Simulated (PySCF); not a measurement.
Vertical excitations of a molecule CH10N2Si2 from TDDFT-M06-2X/def2-SVPD (PySCF), as energy in eV (oscillator strength): 6.24 (0.006), 6.39 (0.002), 7.02 (0.024), 7.25 (0.043), 7.38 (0.050), 7.56 (0.007), 7.71 (0.009), 7.78 (0.000), 7.84 (0.010), 7.94 (0.043). Lowest triplet (TDA): 5.98 eV. Geometry optimised at B3LYP-D3(BJ)/def2-SVP. Other conformers were not sampled.

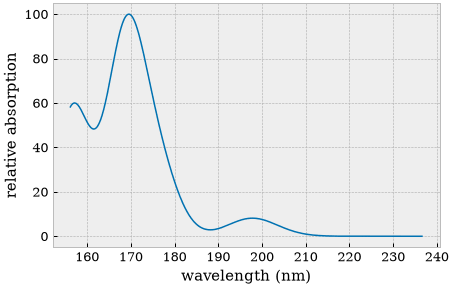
The lines broadened by 0.4 eV.

Problem. Which molecule gave these data?
(A) N[SiH](N)C[SiH3]
(B) NC[SiH2]N[SiH3]
(C) C[Si@H](N)N[SiH3]
(D) C[Si](N)(N)[SiH3]

Solution. B, NC[SiH2]N[SiH3]
